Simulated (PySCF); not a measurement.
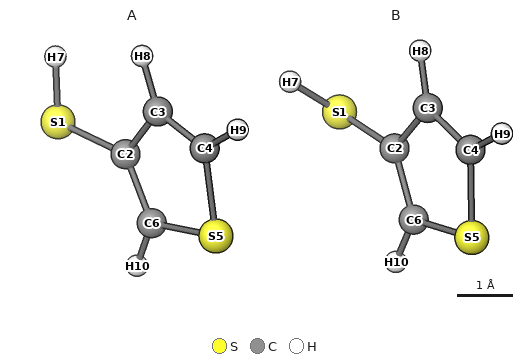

Two geometries of C4H4S2, drawn at one scale. One is the start of a relaxation, the other its converged end. The picture is a ball-and-stick view, seen from a free direction.

Level of theory: PySCF, PBE0-D3(BJ)/def2-TZVP geometry optimisation, gas phase. 

Question: Which geometry has the lower energy?

Answer: Structure B is the relaxed one. The start comes from GFN2-xTB. Its atoms were then displaced at random by about 0.01 Å. After 12 geometry steps the energy has fallen by 16.1 kJ/mol. The largest move after the best rigid fit is that of H7, 0.73 Å. Largest moves by element: H 0.73 Å, S 0.41 Å, C 0.15 Å. Some distances before and after: C3–C4 1.307 → 1.361 Å, S1–H7 1.309 → 1.344 Å, S1–C2 1.792 → 1.760 Å, C4–H9 1.109 → 1.079 Å. Among the angles between lasting bonds that change: S5–C4–H9 117.8° → 120.3°, C4–C3–H8 126.5° → 124.1°, C3–C4–S5 114.0° → 111.7°. Groups turn about S1–C2 by about 55°.
